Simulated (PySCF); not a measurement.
Cl5Sb, SMILES `Cl[Sb](Cl)(Cl)(Cl)Cl`.

Computed with PySCF, ωB97X/def2-TZVP, geometry: GFN2-xTB. Core potentials replace the inner electrons of Sb; spin–orbit coupling isn't included. No frequency check shows the geometry to be a minimum. GFN2-xTB bond lengths at metals and heavier atoms can be off by up to 0.1 Å and shapes distorted, which carries into these values.

Geometry (Å), atoms numbered from 1:

```
Cl1      2.3903   -0.0009    0.0006
Sb2      0.0000   -0.0011   -0.0005
Cl3     -0.0004   -2.2732   -0.6061
Cl4      0.0016    1.6655   -1.6612
Cl5     -0.0015    0.6117    2.2702
Cl6     -2.3901    0.0002   -0.0019
```

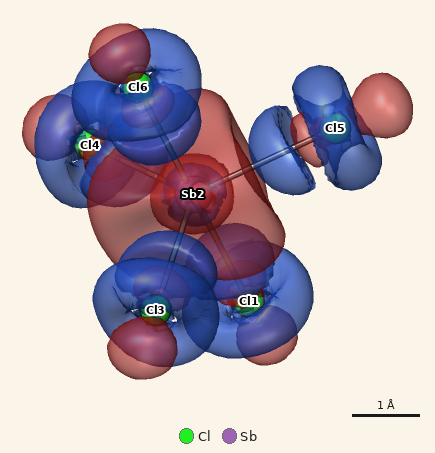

Deformation density (molecule less spherical, spin-averaged free atoms at the same positions), surfaces at ±0.04 e/Å³; blue: gain, red: loss.

Describe the bonding that the map shows.

Answer. Sb2–Cl3, Sb2–Cl5 and Sb2–Cl4: +0.09 e/Å³ at the bond critical point (bond length 2.35 Å, Mayer order 1.0). Sb2–Cl6 and Cl1–Sb2: +0.09 e/Å³ at the bond critical point (bond length 2.39 Å, Mayer order 1.0). In all, 1.5 electrons gather in the regions of gain relative to the promolecule. A small or negative value marks a very polar bond, one between electron-rich atoms, whose free-atom densities already overlap strongly, a long bond to a heavier atom, or a closed-shell contact such as a hydrogen bond.

The PySCF run took 63 s on 1 thread of Arm Neoverse V2 (shared host), peak memory 1 GiB.
